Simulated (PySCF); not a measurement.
Consider C₆H₁₁NO₂Si.

Input

```
{"job": {"kind": "nmr", "xc": "PBE0", "basis": "pcSseg-1"}, "charge": 0, "multiplicity": 1}
C     -3.272452     1.033772    -0.502572
C     -2.617891     0.004091     0.404008
O     -1.222615     0.143017     0.331979
Si    -0.092388    -0.810757     0.952563
O     -0.367517    -2.347060     0.498640
N      1.382079    -0.188762     0.263229
C      1.584747     1.019309    -0.345421
C      2.899616     1.150003    -0.671280
C      3.550925    -0.028380    -0.235727
C      2.596068    -0.816124     0.329943
H     -2.995598     2.035441    -0.184738
H     -2.938498     0.890926    -1.526720
H     -4.353171     0.931529    -0.461144
H     -2.895589    -1.010685     0.101522
H     -2.937090     0.148707     1.443037
H     -0.024740    -0.742715     2.412211
H      0.303672    -3.019877     0.561938
H      0.757419     1.680707    -0.501755
H      3.358422     1.984243    -1.165116
H      4.594319    -0.256683    -0.336104
H      2.681360    -1.783761     0.785738
```

Run with:

```sh
OMP_NUM_THREADS=1 python probes_run.py task.json out
```

Geometry: GFN2-xTB.

These are results of PBE0/pcSseg-1, SCF density, gas phase, non-relativistic (PySCF), not measurements.

Q: Predict the electron density and electron localisation function between the atoms.

A: C–C (1.36 Å): the density is about 2.2 e/Å³ at the midpoint; the ELF peaks at about 0.95 between the atoms; a covalent bond.
C–N (1.37 Å): ρ is about 2.2 e/Å³ halfway; the ELF peaks at about 0.90 between the atoms (a covalent bond).
Si–O (1.60 Å): ρ at the midpoint is about 1.2 e/Å³; the ELF peaks at about 0.85 between the atoms; a polar covalent bond.
Si–N (1.74 Å): the density is about 1.1 e/Å³ at the midpoint; the ELF peaks at about 0.95 between the atoms; a polar covalent bond.

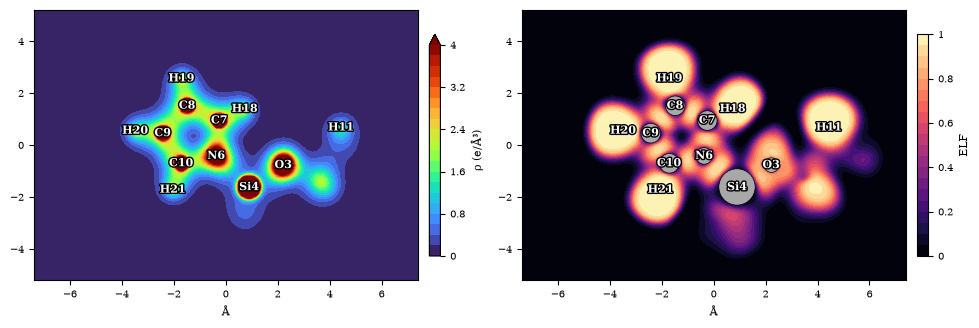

Computed electron density and electron localisation function on the plane of atoms C9, C10 and H21, in this order. Grey discs cover the atomic cores in the ELF map. 
